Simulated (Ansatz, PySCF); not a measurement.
Pulling on the Ge1–H2 bond in ClGeH (SMILES [Cl][GeH]) (multiplicity 1 held, fragments rigid). Energies count from the point at 1.606 Å.
Geometry at that point (charge 0, multiplicity 1):
```xyz
3

Ge     0.5286    -0.1625     0.5049
H      1.6204    -0.3833    -0.6516
Cl    -1.0904     0.3284    -0.9121
```

Unrestricted levels (U-) break spin symmetry where that is lower. Active spaces are followed from a long bond inwards. Left out are points that failed, MP2 points in a non-variational dive below the minimum, coupled-cluster points behind a sign of a changed root (a jump of the amplitudes, or a one-step jump against full CI or MRCI), small-basis points behind a change of solution, and semi-empirical points at long bonds. Levels need not reach the same state.

Cores are frozen in the correlated methods. Filled d and f shells under p-block atoms count as core. Rows in LANL2DZ carry no dispersion term and start afresh at each structure. LANL2DZ brings its own core potentials from Na on.

Programs: Ansatz (Gaussian basis) for Hartree–Fock, density functionals and correlated methods; PySCF for LANL2DZ rows. 

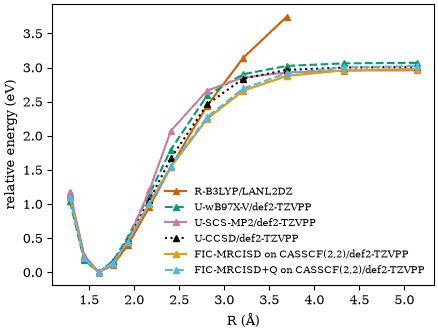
Figure. Relative energy along the coordinate

Q: Read off the U-SCS-MP2/def2-TZVPP curve at R = 2.408.

A: about 2.1 eV

Doubts at one or more of the structures used: a spin-contaminated determinant (U-wB97X-V/def2-TZVPP, U-SCS-MP2/def2-TZVPP, U-CCSD/def2-TZVPP); T1 above 0.05 (U-CCSD/def2-TZVPP).

Ansatz is a first-principles code.
